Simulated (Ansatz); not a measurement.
**GeO (SMILES [O]=[Ge]): FCI/STO-3G**

Aim: the electronic atomisation energy of GeO at FCI/STO-3G, from 3 runs. 

The calculation is run with Ansatz 0.2.0.

69 further runs of the same task are left out: 29 that didn't finish, 40 set aside as unsound or not needed.

## Step 1: The molecule

GeO has 2 atoms, charge 0, and is taken as a singlet. SMILES: `[O]=[Ge]`. Geometry: a GFN2-xTB relaxation, a rough one for these elements and not checked as a minimum.

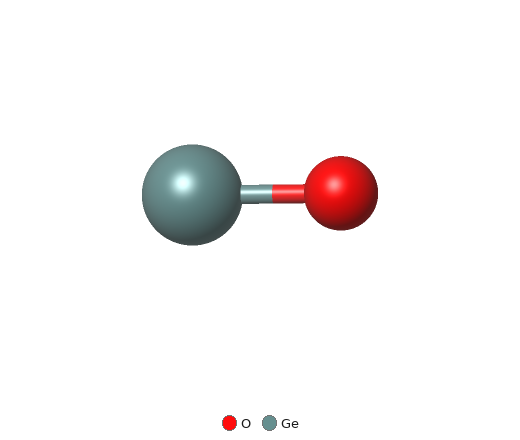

The structure, seen from a chosen angle (oxygen red, germanium teal).

## Step 2: The energy at FCI/STO-3G

File molecule.yaml:

```yaml
crystal:
  periodic: [false, false, false]
  atoms:
    - {symbol: O, position_ang: [0.000000, 0.000000, 0.000000]}
    - {symbol: Ge, position_ang: [0.000000, 0.000000, 1.576490]}
basis:
  gaussian: {orbitals: STO-3G}
correlation: {method: fci, frozen_orbitals: {Ge: 9, O: 1}}
accuracy: high
```

On the command line:

```
$ ansatz run molecule.yaml --threads 1 --pin off --max-ram 2610MiB --events-out events.jsonl --progress --plain --runs-dir runs
```

Standard output:

```text
Warning: RAYON_NUM_THREADS=1 ignored (pool sized by the plan → 1); use --threads N
Functional definition: HF
  name "HF"
  exchange = exact_x
  correlation = 0
303 factors; integrals over basis functions are off by at most 2.6e-8 eV
mean field evaluation 1: about -57834.5185 eV, gradient 3.2e1 eV
mean field evaluation 2: about -57834.5592 eV, gradient 3.2e1 eV
mean field evaluation 4: about -57839.3455 eV, gradient 4.8e0 eV
mean field evaluation 8: about -57839.4176 eV, gradient 2.7e-5 eV
mean field -57839.41543500 eV, -2125.5593122722 hartree, gradient 3.2e-8 eV, S^2 0.000000; 0 other end points of the search recorded, 0 dependent functions left out; unrestricted orbitals would lower it
mean field evaluation 16: about -57839.3196 eV, gradient 8.5e0 eV
10 core orbitals not correlated: weight in the atoms' cores, before any rotation towards them, 1.000 or more for the frozen orbitals, at most 0.000 for the correlated occupied ones
reference -57839.41543500 eV, -2125.5593122722 hartree; 10, 10 occupied and 3, 3 virtual orbitals, 303 factors
state -57843.57573857 eV, -2125.7122006084 hartree
Total energy: -57843.57573857 eV, -2125.7122006084 hartree
```

Run time: 0.66 s. Hardware: 1 thread of Arm Neoverse V1, shared host.

## Step 3: The Ge atom

File molecule.yaml:

```yaml
crystal:
  periodic: [false, false, false]
  atoms:
    - symbol: Ge
      position_ang: [0.000000, 0.000000, 0.000000]
basis:
  gaussian: {orbitals: STO-3G}
accuracy: high
correlation: {method: fci, frozen_orbitals: {Ge: 9}}
magnetization: {spin_polarized: true, initial_magnetization: 2}
```

Run the same way, it converges to -2051.64970 Eh (log not shown).

## Step 4: The O atom at the same level

File run.yaml:

```yaml
crystal:
  periodic: [false, false, false]
  atoms:
    - symbol: O
      position_ang: [0.000000, 0.000000, 0.000000]
basis:
  gaussian:
    orbitals: STO-3G
magnetization:
  spin_polarized: true
  initial_magnetization: 2
correlation:
  method: fci
  frozen_orbitals: {O: 1}
accuracy: high
```

Run the same way, it converges to -73.80415 Eh (log not shown).

## Step 5: Summary of results

At FCI/STO-3G, 10 core orbitals frozen:

| quantity | value |
| --- | --- |
| molecule: total energy | -2125.71220 Eh |
| molecule: correlation energy (10 core orbitals frozen) | -152.9 mEh |
| Ge atom: total energy | -2051.64970 Eh |
| Ge atom: correlation energy (9 core orbitals frozen) | -13.4 mEh |
| O atom: total energy | -73.80415 Eh |
| O atom: correlation energy (1 core orbital frozen) | 0.0 mEh |
| electronic atomisation energy | 7.030 eV |

In words: Taking the molecule apart into free atoms costs 7.03 eV (678 kJ/mol), before zero-point energy and without spin-orbit coupling. In a minimal basis such a difference can be off by several eV, whatever the method. The restricted solution (molecule) is unstable to spin breaking: an unrestricted one lies lower.
